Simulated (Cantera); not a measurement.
Feed: 1 mol MgSO₄, a varied amount of H₂, 9.9 mol CO₂, 0.039 mol H₂O, held at 1098 K and 1.00 bar.

Cantera equilibrium calculation (NASA polynomials, part measured and part estimated; ideal gas, pure solids and liquids). Candidate condensed phases: C, C₆H₆, C₇H₈, C₈H₁₈, H₂O, H₂SO₄, Mg, MgCO₃, MgO, Mg(OH)₂, MgS, MgSO₄, S; 130 gas species. Mutual solubility and eutectic melting of coexisting phases are not modelled. Gases not in the tables: S₃ to S₇. Equilibrium is a limit: real reactors are often held back by kinetics, nucleation or transport.

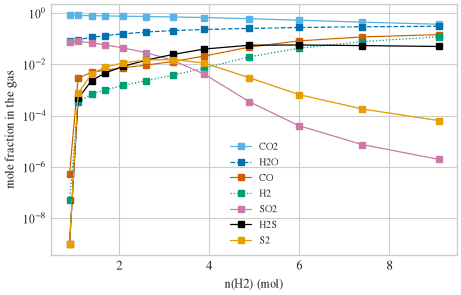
Figure. Equilibrium gas composition (values under 1e-9 drawn at 1e-9)

At 0.91 mol H₂ the condensed part is MgO(s) + MgSO₄(s). From 1.1 mol H₂ to 9.1 mol H₂ the condensed part is MgO(s).
